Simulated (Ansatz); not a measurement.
# CH₂O₂Si: molecular dynamics (part 1 of 2)

- system: CH₂O₂Si, SMILES O=C[SiH]=O
- method: RKS SPW92 (LDA)/def2-SVP (Ansatz 0.2.0)

Figures and captions count atoms from 1; the log counts them from 0 in places.

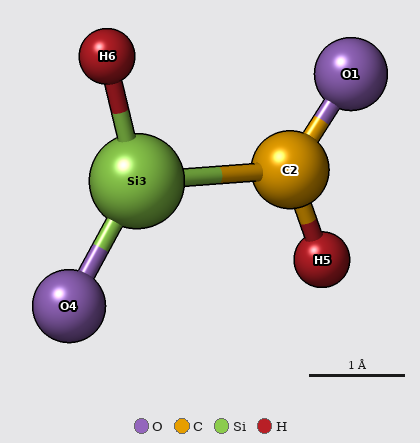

The starting structure (ball-and-stick view, seen at a tilt; atoms are numbered from 1 in the order of the input). Bond lengths as drawn: C–H 1.11 Å, C–O 1.20 Å, C–Si 1.93 Å, H–Si 1.45 Å and O–Si 1.50 Å.

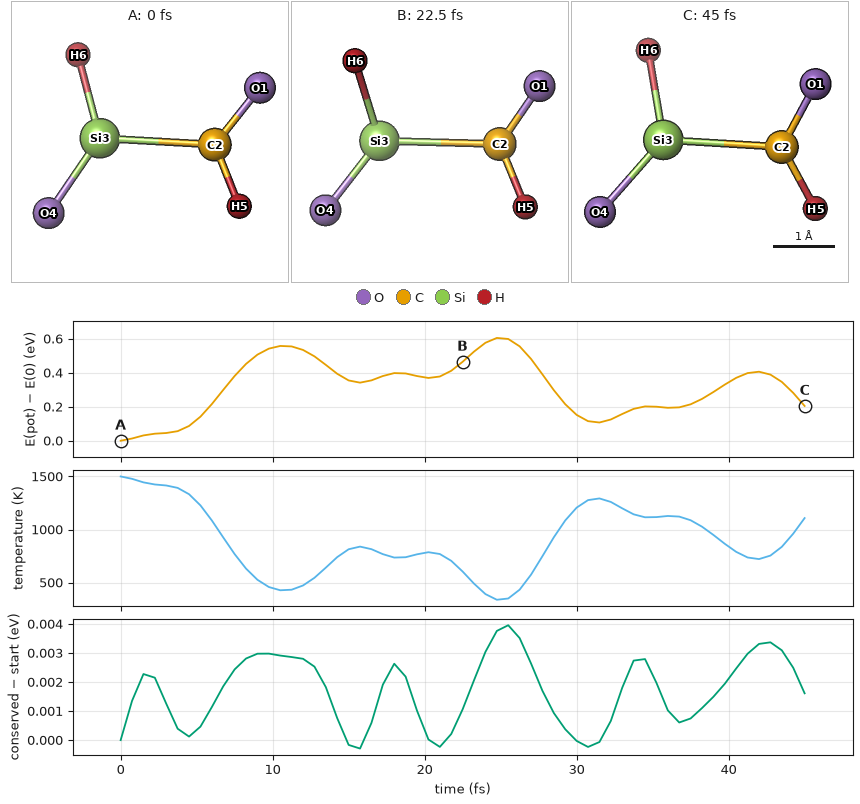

Frames of the molecular dynamics (ball-and-stick, seen at a tilt) above the curves, on which the letters mark them. The trajectory kept here has 61 frames over 45 fs. The temperature starts at 1500 K, ranges from 338 to 1500 K and averages 891 K over the second half. The potential energy ends 0.204 eV above its first value. The conserved quantity stays within 0.0042 eV. After an unweighted best fit of the last frame on the first, the root-mean-square displacement is 0.26 Å.

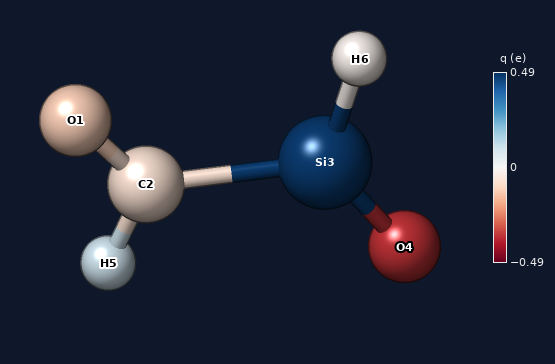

Mulliken charges, as the colour of each atom (ball-and-stick view, seen at an oblique angle; atoms are numbered from 1 in the order of the input). By element: O −0.35 to −0.12, C −0.07, Si +0.47 and H −0.02 to +0.10 e.

These pictures come from the run below.

Input:
```yaml
crystal:
  periodic: [false, false, false]
  atoms:
    - {symbol: O, position_ang: [-0.619880, 1.772650, -0.435200]}
    - {symbol: C, position_ang: [-0.200410, 0.670480, -0.678040]}
    - {symbol: Si, position_ang: [0.204040, -0.667750, 0.648780]}
    - {symbol: O, position_ang: [0.743530, -2.010610, 0.237010]}
    - {symbol: H, position_ang: [-0.024230, 0.369850, -1.735030]}
    - {symbol: H, position_ang: [-0.103050, -0.134630, 1.962480]}
basis:
  gaussian: {orbitals: def2-SVP}
hamiltonian: {xc: lda}
md: {n_steps: 60, timestep: 0.75, temperature: 1500, ensemble: nve, seed: 826, initial_velocities: maxwell_boltzmann}
```

Launched with:
```bash
ansatz run in.yaml --threads 1 --pin off --events-out ev --progress --plain --max-ram 4352MiB
```

Output:
```
Functional definition: SPW92
  name "SPW92"
  cite "Dirac, Proc. Camb. Phil. Soc. 26, 376 (1930) doi:10.1017/S0305004100016108"
  cite "Slater, Phys. Rev. 81, 385 (1951) doi:10.1103/PhysRev.81.385"
  cite "Perdew & Wang, Phys. Rev. B 45, 13244 (1992) doi:10.1103/PhysRevB.45.13244"
  exchange = slater_x
  correlation = pw_c
756 factors; their error is unknown
mean field evaluation 1: about -12951.9974 eV, gradient 7.4e1 eV
mean field evaluation 2: about -12825.0690 eV, gradient 2.1e2 eV
mean field evaluation 4: about -12958.9774 eV, gradient 4.4e1 eV
mean field evaluation 8: about -12962.9468 eV, gradient 5.6e-1 eV
mean field evaluation 16: about -12962.8989 eV, gradient 1.6e-3 eV
mean field -12962.89891223 eV, -476.3777484559 hartree, gradient 6.8e-5 eV, S^2 0.000000; 0 other end points of the search recorded, 0 dependent functions left out
the calculation of the forces begins
reference -12962.89893658 eV, -476.3777493508 hartree; 19, 19 occupied and 51, 51 virtual orbitals, 756 factors
md step     0: t =     0.00 fs  T =  1500.0 K  F+E_penalty+E_count = -12962.89891223 eV  E_kin = 0.775560 eV  conserved = -12962.12335223 eV  (28 SCF iters)
these checks for a lower state are left out or cut short: starts, cluster_reference, orbital_swaps, neighbouring_geometries, increment
756 factors; their error is unknown
mean field -12962.88592074 eV, -476.3772710276 hartree, gradient 2.3e-5 eV, S^2 0.000000; 0 other end points of the search recorded, 0 dependent functions left out
the calculation of the forces begins
reference -12962.88594498 eV, -476.3772719185 hartree; 19, 19 occupied and 51, 51 virtual orbitals, 756 factors
md step     1: t =     0.75 fs  T =  1477.5 K  F+E_penalty+E_count = -12962.88592074 eV  E_kin = 0.763922 eV  conserved = -12962.12199904 eV  (30 SCF iters)
[... from here on the SCF iterations and repeated set-up lines of each step are left out, up to the last step ...]
md step     2: t =     1.50 fs  T =  1444.2 K  F+E_penalty+E_count = -12962.86777638 eV  E_kin = 0.746700 eV  conserved = -12962.12107653 eV  (30 SCF iters)
md step     3: t =     2.25 fs  T =  1424.3 K  F+E_penalty+E_count = -12962.85763086 eV  E_kin = 0.736428 eV  conserved = -12962.12120293 eV  (30 SCF iters)
md step     4: t =     3.00 fs  T =  1414.9 K  F+E_penalty+E_count = -12962.85365240 eV  E_kin = 0.731554 eV  conserved = -12962.12209816 eV  (30 SCF iters)
md step     5: t =     3.75 fs  T =  1392.3 K  F+E_penalty+E_count = -12962.84281005 eV  E_kin = 0.719851 eV  conserved = -12962.12295930 eV  (30 SCF iters)
md step     6: t =     4.50 fs  T =  1332.6 K  F+E_penalty+E_count = -12962.81222370 eV  E_kin = 0.688994 eV  conserved = -12962.12322950 eV  (30 SCF iters)
md step     7: t =     5.25 fs  T =  1227.3 K  F+E_penalty+E_count = -12962.75746469 eV  E_kin = 0.634578 eV  conserved = -12962.12288695 eV  (30 SCF iters)
md step     8: t =     6.00 fs  T =  1085.2 K  F+E_penalty+E_count = -12962.68331515 eV  E_kin = 0.561102 eV  conserved = -12962.12221312 eV  (30 SCF iters)
md step     9: t =     6.75 fs  T =   925.2 K  F+E_penalty+E_count = -12962.59983963 eV  E_kin = 0.478342 eV  conserved = -12962.12149769 eV  (31 SCF iters)
md step    10: t =     7.50 fs  T =   768.0 K  F+E_penalty+E_count = -12962.51801307 eV  E_kin = 0.397096 eV  conserved = -12962.12091672 eV  (31 SCF iters)
md step    11: t =     8.25 fs  T =   631.2 K  F+E_penalty+E_count = -12962.44689314 eV  E_kin = 0.326351 eV  conserved = -12962.12054188 eV  (31 SCF iters)
md step    12: t =     9.00 fs  T =   526.1 K  F+E_penalty+E_count = -12962.39238578 eV  E_kin = 0.272008 eV  conserved = -12962.12037737 eV  (31 SCF iters)
md step    13: t =     9.75 fs  T =   457.9 K  F+E_penalty+E_count = -12962.35714344 eV  E_kin = 0.236769 eV  conserved = -12962.12037440 eV  (31 SCF iters)
md step    14: t =    10.50 fs  T =   427.3 K  F+E_penalty+E_count = -12962.34134901 eV  E_kin = 0.220908 eV  conserved = -12962.12044124 eV  (31 SCF iters)
md step    15: t =    11.25 fs  T =   432.6 K  F+E_penalty+E_count = -12962.34414308 eV  E_kin = 0.223651 eV  conserved = -12962.12049211 eV  (31 SCF iters)
md step    16: t =    12.00 fs  T =   472.5 K  F+E_penalty+E_count = -12962.36485312 eV  E_kin = 0.244301 eV  conserved = -12962.12055195 eV  (31 SCF iters)
md step    17: t =    12.75 fs  T =   544.8 K  F+E_penalty+E_count = -12962.40249369 eV  E_kin = 0.281672 eV  conserved = -12962.12082152 eV  (31 SCF iters)
md step    18: t =    13.50 fs  T =   640.7 K  F+E_penalty+E_count = -12962.45281168 eV  E_kin = 0.331284 eV  conserved = -12962.12152769 eV  (30 SCF iters)
md step    19: t =    14.25 fs  T =   740.0 K  F+E_penalty+E_count = -12962.50522644 eV  E_kin = 0.382629 eV  conserved = -12962.12259766 eV  (31 SCF iters)
md step    20: t =    15.00 fs  T =   813.8 K  F+E_penalty+E_count = -12962.54427615 eV  E_kin = 0.420759 eV  conserved = -12962.12351714 eV  (31 SCF iters)
md step    21: t =    15.75 fs  T =   838.8 K  F+E_penalty+E_count = -12962.55733620 eV  E_kin = 0.433694 eV  conserved = -12962.12364221 eV  (31 SCF iters)
md step    22: t =    16.50 fs  T =   814.6 K  F+E_penalty+E_count = -12962.54392568 eV  E_kin = 0.421166 eV  conserved = -12962.12276016 eV  (31 SCF iters)
md step    23: t =    17.25 fs  T =   767.7 K  F+E_penalty+E_count = -12962.51836592 eV  E_kin = 0.396923 eV  conserved = -12962.12144303 eV  (31 SCF iters)
md step    24: t =    18.00 fs  T =   735.5 K  F+E_penalty+E_count = -12962.50099843 eV  E_kin = 0.380276 eV  conserved = -12962.12072234 eV  (31 SCF iters)
md step    25: t =    18.75 fs  T =   738.7 K  F+E_penalty+E_count = -12962.50308632 eV  E_kin = 0.381919 eV  conserved = -12962.12116692 eV  (31 SCF iters)
md step    26: t =    19.50 fs  T =   766.2 K  F+E_penalty+E_count = -12962.51850771 eV  E_kin = 0.396167 eV  conserved = -12962.12234112 eV  (31 SCF iters)
md step    27: t =    20.25 fs  T =   786.1 K  F+E_penalty+E_count = -12962.52974939 eV  E_kin = 0.406419 eV  conserved = -12962.12332990 eV  (31 SCF iters)
md step    28: t =    21.00 fs  T =   768.9 K  F+E_penalty+E_count = -12962.52115464 eV  E_kin = 0.397570 eV  conserved = -12962.12358487 eV  (31 SCF iters)
md step    29: t =    21.75 fs  T =   704.8 K  F+E_penalty+E_count = -12962.48754444 eV  E_kin = 0.364403 eV  conserved = -12962.12314107 eV  (31 SCF iters)
md step    30: t =    22.50 fs  T =   603.8 K  F+E_penalty+E_count = -12962.43450503 eV  E_kin = 0.312214 eV  conserved = -12962.12229145 eV  (30 SCF iters)
md step    31: t =    23.25 fs  T =   489.6 K  F+E_penalty+E_count = -12962.37443420 eV  E_kin = 0.253145 eV  conserved = -12962.12128929 eV  (32 SCF iters)
md step    32: t =    24.00 fs  T =   391.3 K  F+E_penalty+E_count = -12962.32264142 eV  E_kin = 0.202327 eV  conserved = -12962.12031448 eV  (32 SCF iters)
md step    33: t =    24.75 fs  T =   337.7 K  F+E_penalty+E_count = -12962.29420787 eV  E_kin = 0.174615 eV  conserved = -12962.11959301 eV  (32 SCF iters)
md step    34: t =    25.50 fs  T =   349.7 K  F+E_penalty+E_count = -12962.30022908 eV  E_kin = 0.180832 eV  conserved = -12962.11939706 eV  (32 SCF iters)
md step    35: t =    26.25 fs  T =   432.9 K  F+E_penalty+E_count = -12962.34365466 eV  E_kin = 0.223816 eV  conserved = -12962.11983852 eV  (31 SCF iters)
md step    36: t =    27.00 fs  T =   574.3 K  F+E_penalty+E_count = -12962.41766001 eV  E_kin = 0.296947 eV  conserved = -12962.12071308 eV  (32 SCF iters)
md step    37: t =    27.75 fs  T =   748.4 K  F+E_penalty+E_count = -12962.50863241 eV  E_kin = 0.386978 eV  conserved = -12962.12165425 eV  (32 SCF iters)
md step    38: t =    28.50 fs  T =   926.8 K  F+E_penalty+E_count = -12962.60160635 eV  E_kin = 0.479187 eV  conserved = -12962.12241891 eV  (30 SCF iters)
md step    39: t =    29.25 fs  T =  1085.3 K  F+E_penalty+E_count = -12962.68410940 eV  E_kin = 0.561133 eV  conserved = -12962.12297666 eV  (32 SCF iters)
md step    40: t =    30.00 fs  T =  1206.1 K  F+E_penalty+E_count = -12962.74697505 eV  E_kin = 0.623596 eV  conserved = -12962.12337865 eV  (32 SCF iters)
md step    41: t =    30.75 fs  T =  1277.0 K  F+E_penalty+E_count = -12962.78385439 eV  E_kin = 0.660268 eV  conserved = -12962.12358678 eV  (31 SCF iters)
md step    42: t =    31.50 fs  T =  1292.8 K  F+E_penalty+E_count = -12962.79185628 eV  E_kin = 0.668439 eV  conserved = -12962.12341736 eV  (31 SCF iters)
md step    43: t =    32.25 fs  T =  1259.8 K  F+E_penalty+E_count = -12962.77406855 eV  E_kin = 0.651378 eV  conserved = -12962.12269047 eV  (31 SCF iters)
md step    44: t =    33.00 fs  T =  1199.5 K  F+E_penalty+E_count = -12962.74172577 eV  E_kin = 0.620178 eV  conserved = -12962.12154811 eV  (30 SCF iters)
md step    45: t =    33.75 fs  T =  1143.1 K  F+E_penalty+E_count = -12962.71163101 eV  E_kin = 0.591017 eV  conserved = -12962.12061445 eV  (31 SCF iters)
md step    46: t =    34.50 fs  T =  1115.1 K  F+E_penalty+E_count = -12962.69712121 eV  E_kin = 0.576559 eV  conserved = -12962.12056217 eV  (31 SCF iters)
md step    47: t =    35.25 fs  T =  1116.9 K  F+E_penalty+E_count = -12962.69887608 eV  E_kin = 0.577497 eV  conserved = -12962.12137907 eV  (31 SCF iters)
md step    48: t =    36.00 fs  T =  1127.5 K  F+E_penalty+E_count = -12962.70529701 eV  E_kin = 0.582969 eV  conserved = -12962.12232757 eV  (30 SCF iters)
md step    49: t =    36.75 fs  T =  1121.7 K  F+E_penalty+E_count = -12962.70272727 eV  E_kin = 0.579983 eV  conserved = -12962.12274452 eV  (31 SCF iters)
md step    50: t =    37.50 fs  T =  1087.3 K  F+E_penalty+E_count = -12962.68476405 eV  E_kin = 0.562158 eV  conserved = -12962.12260638 eV  (31 SCF iters)
md step    51: t =    38.25 fs  T =  1026.4 K  F+E_penalty+E_count = -12962.65294472 eV  E_kin = 0.530696 eV  conserved = -12962.12224848 eV  (31 SCF iters)
md step    52: t =    39.00 fs  T =   948.6 K  F+E_penalty+E_count = -12962.61230269 eV  E_kin = 0.490443 eV  conserved = -12962.12185922 eV  (31 SCF iters)
md step    53: t =    39.75 fs  T =   865.0 K  F+E_penalty+E_count = -12962.56865786 eV  E_kin = 0.447247 eV  conserved = -12962.12141102 eV  (31 SCF iters)
md step    54: t =    40.50 fs  T =   789.1 K  F+E_penalty+E_count = -12962.52885739 eV  E_kin = 0.407973 eV  conserved = -12962.12088415 eV  (32 SCF iters)
md step    55: t =    41.25 fs  T =   736.1 K  F+E_penalty+E_count = -12962.50099017 eV  E_kin = 0.380613 eV  conserved = -12962.12037705 eV  (32 SCF iters)
```
